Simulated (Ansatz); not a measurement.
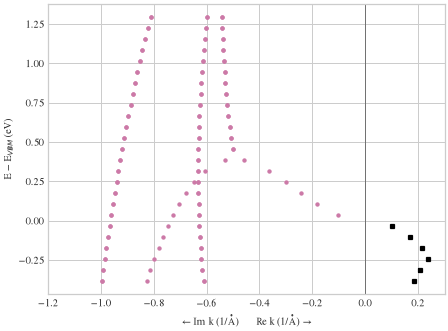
Complex bands at the centre of the two-dimensional zone; r2SCAN (Ansatz, an electronic-structure program)

No gap correction and no spin-orbit coupling; mid-gap values are interpolated between computed energies.

Question: This is WSe₂ (P6_3/mmc, 6 atoms a cell, 19.8 Å³ an atom, 2 GPa at this level) along the normal of (001). Read off the slowest decay at the centre of the two-dimensional zone at 0.53 eV, the computed energy nearest the middle of the gap.

Answer: κ ≈ 0.51 1/Å, a decay length 1/(2κ) of the density of 0.99 Å.
